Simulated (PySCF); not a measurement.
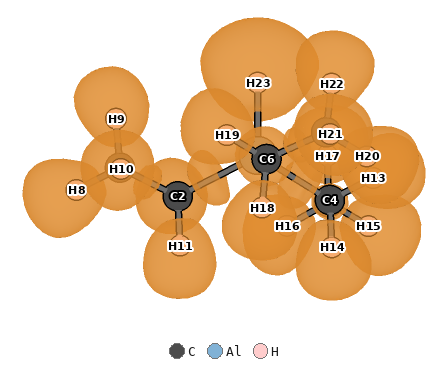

*C6H16Al (SMILES C[CH2][AlH-]([CH2]C)[CH2]C) (charge −1). Isosurface of the electron localisation function at 0.85 (orange), seen from one side. Core shells and regions of very low density are left out.*

Geometry: PBE0-D3(BJ)/ma-def2-SVP.

The calculation used DFT single point, gas phase, functional wB97X in PySCF.

```csv
atom,x (Å),y (Å),z (Å)
C,-0.9076,2.8139,0.5154
C,-1.3078,1.4230,0.0267
Al,0.2467,0.1907,-0.4291
C,-0.4649,-1.6162,-1.0378
C,-1.3900,-1.5756,-2.2529
C,1.4152,-0.0590,1.2185
C,2.5968,-1.0111,1.0408
H,-1.7610,3.4825,0.7554
H,-0.2947,3.3407,-0.2384
H,-0.2864,2.7572,1.4277
H,-1.9363,0.9265,0.7946
H,-1.9618,1.5186,-0.8636
H,0.3952,-2.2825,-1.2512
H,-0.9928,-2.0909,-0.1850
H,-1.7610,-2.5682,-2.5844
H,-2.2834,-0.9549,-2.0585
H,-0.8855,-1.1189,-3.1238
H,0.7732,-0.4155,2.0504
H,1.7868,0.9329,1.5464
H,2.2589,-2.0239,0.7560
H,3.2323,-1.1320,1.9433
H,3.2637,-0.6725,0.2272
H,1.1484,0.8658,-1.6529
```

Q: Where are the electrons localised?

A: The surface consists of three regions between bonded Al–C atoms (shared pairs), three regions between bonded C–C atoms (shared pairs) and 16 regions around hydrogen nuclei. Profiles from the grid: C–C (1.53 Å): the ELF peaks at about 0.95 between the atoms: a shared electron pair. C–Al (2.04 Å): the ELF peaks at about 1 between the atoms: a shared but strongly polarised pair.
